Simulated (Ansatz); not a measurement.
```xyz
8

Si   -0.4931    0.1666    0.1998
N     1.1885    0.0776    0.1241
O    -1.2113   -0.9200   -0.7613
H    -0.9137   -0.9648   -1.6706
F    -0.8719    1.6596   -0.1683
F    -1.1250   -0.1017    1.6238
H     1.6722   -0.7904    0.2825
H     1.7541    0.8731    0.3700
```

The reactant side of a reaction path; geometry: PBE0-D4/def2-TZVP.

Theory: RKS PBE0-D4/def2-TZVPP (Ansatz 0.2.0).

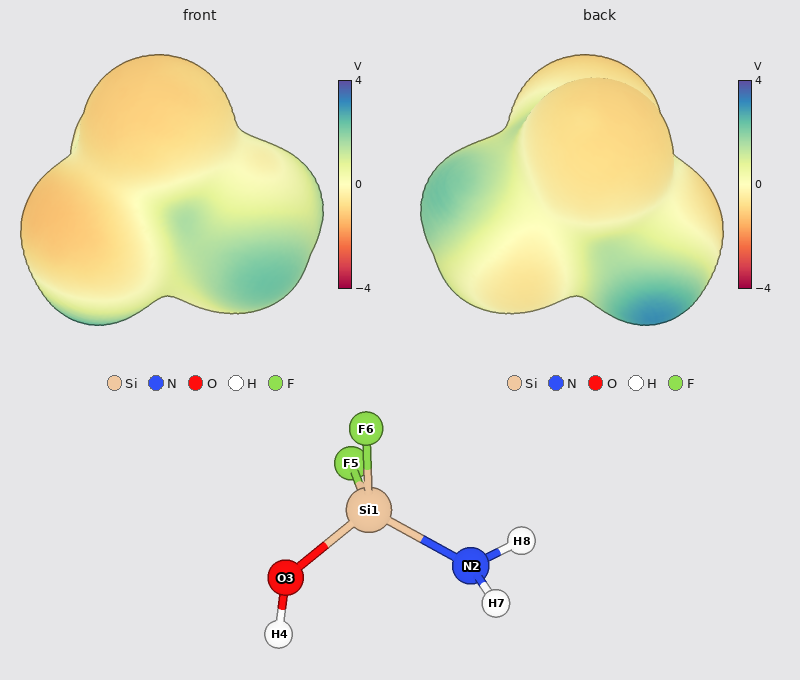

F$_{2}$H$_{3}$NOSi. The molecular electrostatic potential painted on the density surface at 0.002 e/bohr³, seen from the front and from behind; the colour scale runs from red (negative) to blue (positive). The bare structure is drawn below in the same view.

**Where is the surface potential most negative and most positive?**

The most negative region (about −1.2 V, or −28 kcal/mol for a unit charge) lies over O3, the most positive (about +2.9 V, or +67 kcal/mol for a unit charge) over H4. O3 is the likeliest acceptor of a hydrogen bond.
